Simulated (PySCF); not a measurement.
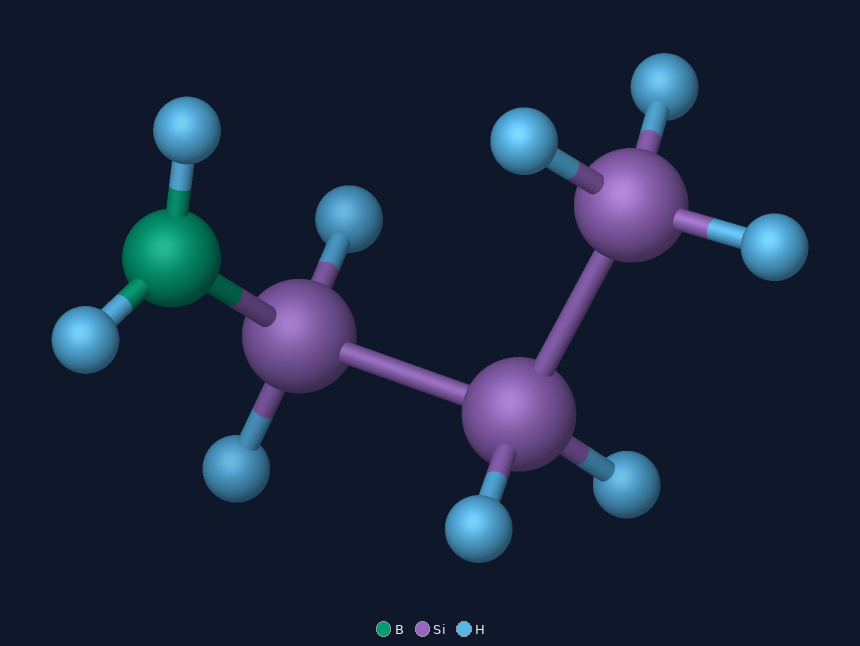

Description:

Formula BH₉Si₃. As SMILES it reads `B[SiH2][SiH2][SiH3]`. It has no ring. Among its groups: Si–H bond, B–H bond. This geometry has C1 symmetry. Coordination: 1 B trigonal planar; 3 Si tetrahedral.

The parts below concern this one geometry. Atoms keep their numbers from picture to picture. Computed geometry: PBE0-D3(BJ)/def2-SVP optimisation. No frequency run is at hand to confirm it as a minimum.

### Geometry

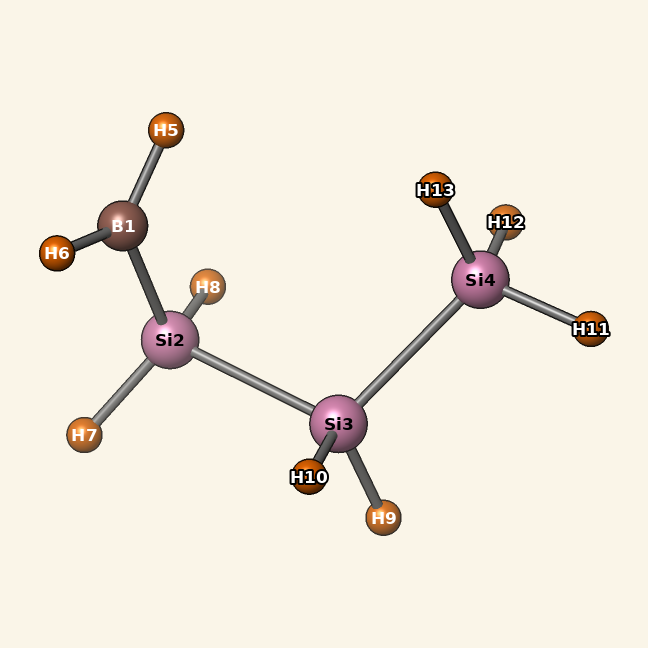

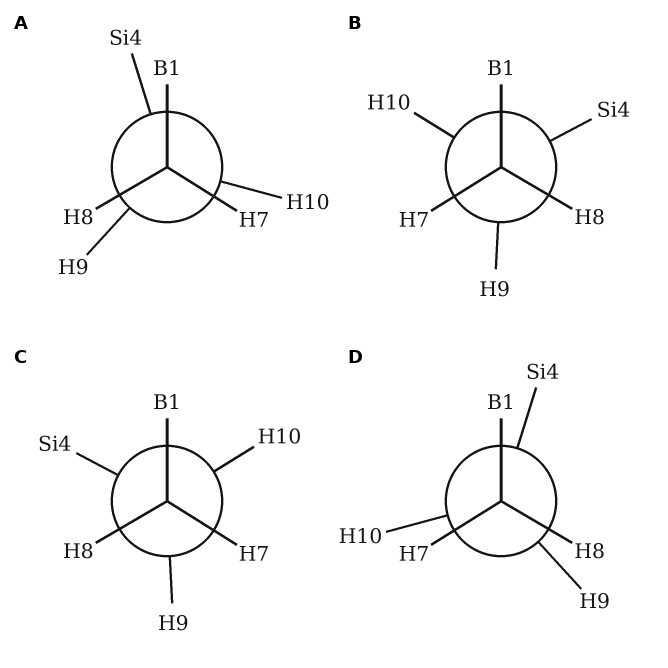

Atoms fade into the background with distance from the viewer. Bonds that would overlap in a projection are set slightly apart. No frequency run is at hand to confirm it as a minimum.

Question: Which Newman projection shows the view along Si2–Si3, with Si2 in front?

Answer: C. The torsion angle B1–Si2–Si3–Si4 is −62°, synclinal (gauche).

### Quadrupole coupling

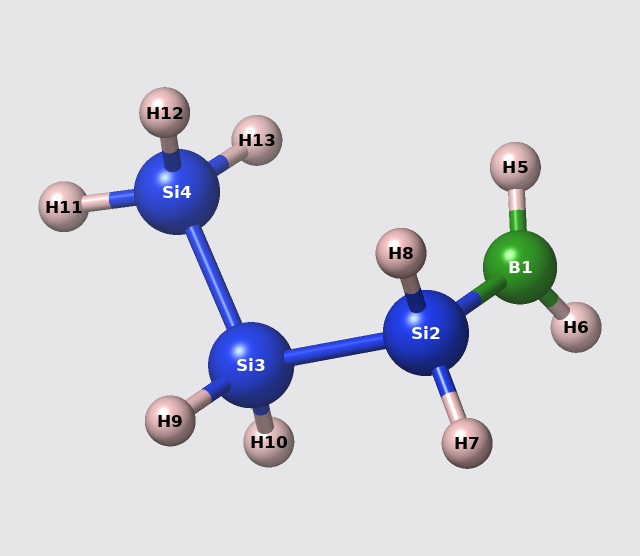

No frequency run is at hand to confirm it as a minimum. Electric field gradients from the ground-state density, PBE0/cc-pVDZ (PySCF 2.14.0), non-relativistic apart from any core potentials.

Give the largest field-gradient component, the quadrupole coupling constant and the asymmetry for 11B at B1 (Q = 40.59 mb), 2H at H5 (Q = 2.86 mb), 2H at H6 (Q = 2.86 mb).

```
atom  V_zz (a.u.)  e²qQ/h (MHz)     η
  B1        0.551          5.26  0.02
  H5        0.217         0.146  0.15
  H6        0.217         0.146  0.15
```

### Levels of theory compared

No frequency run is at hand to confirm it as a minimum. Program: PySCF 2.14.0.

At this fixed geometry, give dipole (D), HOMO energy (eV), HOMO–LUMO gap (eV) at these levels: PBE0/6-311+G(2d,p); PBE0/6-31G*; PBE0/IGLO-III; PBE0/aug-cc-pVDZ; PBE0/cc-pVDZ; PBE0/cc-pVTZ; PBE0/def2-SVP; PBE0/def2-TZVP; PBE0/pcSseg-0.

| level | dipole (D) | HOMO energy (eV) | HOMO–LUMO gap (eV) |
| --- | --- | --- | --- |
| PBE0/6-311+G(2d,p) | 0.13 | −7.82 | 5.31 |
| PBE0/6-31G* | 0.17 | −7.75 | 5.49 |
| PBE0/IGLO-III | 0.14 | −7.83 | 5.31 |
| PBE0/aug-cc-pVDZ | 0.12 | −7.80 | 5.32 |
| PBE0/cc-pVDZ | 0.12 | −7.78 | 5.36 |
| PBE0/cc-pVTZ | 0.13 | −7.81 | 5.31 |
| PBE0/def2-SVP | 0.16 | −7.87 | 5.37 |
| PBE0/def2-TZVP | 0.14 | −7.81 | 5.29 |
| PBE0/pcSseg-0 | 0.18 | −8.34 | 5.70 |

### Core levels

No frequency run is at hand to confirm it as a minimum. Properties computed with delta-SCF UKS B3LYP, pcX-2 on the ionised atom, pcseg-1 elsewhere, spin-free X2C (PySCF 2.14.0).

Give the core-electron binding energies (to vacuum; p and d levels without spin–orbit splitting) of B1 1s, Si2 1s, Si2 2p, Si3 1s, Si3 2p, Si4 1s, Si4 2p.

```csv
atom,level,binding energy (eV)
B1,1s,196.0
Si2,1s,1844.4
Si2,2p,106.3
Si3,1s,1844.4
Si3,2p,106.3
Si4,1s,1844.8
Si4,2p,106.6
```

### Bond orders

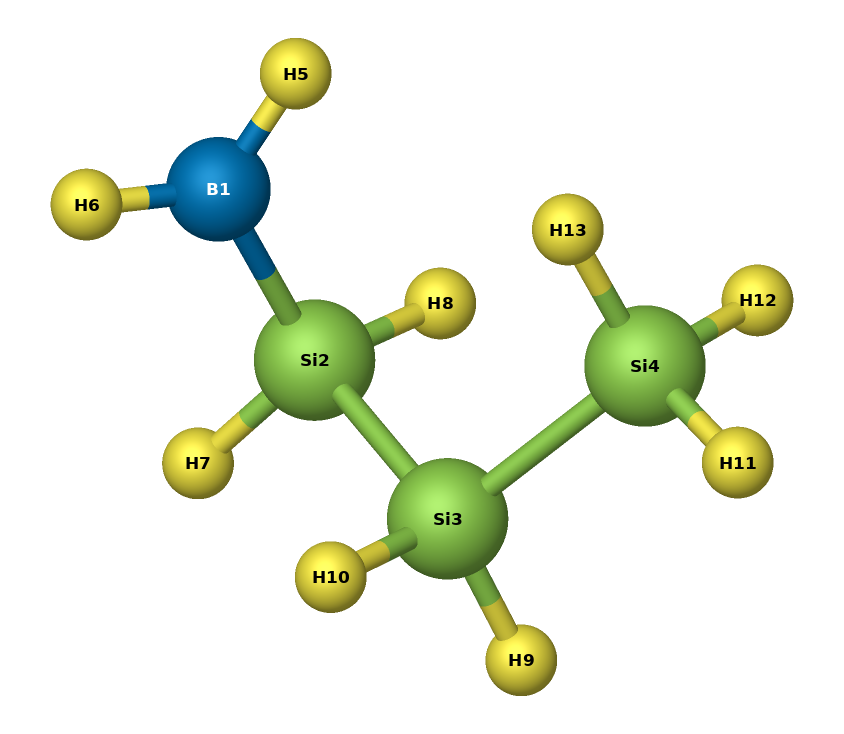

Every bond is drawn as one stick. No frequency run is at hand to confirm it as a minimum. Level of theory: PBE0/pcSseg-0 (PySCF 2.14.0).

List the Mayer bond orders of B1–Si2, B1–H5, B1–H6, Si2–Si3, Si2–H7, Si2–H8, Si3–Si4, Si3–H9, Si3–H10, Si4–H11, Si4–H12, Si4–H13.

```csv
bond,Mayer order,length (Å)
B1–Si2,0.96,1.995
B1–H5,0.99,1.209
B1–H6,0.99,1.208
Si2–Si3,0.90,2.364
Si2–H7,0.96,1.497
Si2–H8,0.96,1.498
Si3–Si4,0.90,2.345
Si3–H9,0.95,1.498
Si3–H10,0.94,1.498
Si4–H11,0.95,1.495
Si4–H12,0.95,1.495
Si4–H13,0.95,1.496
```
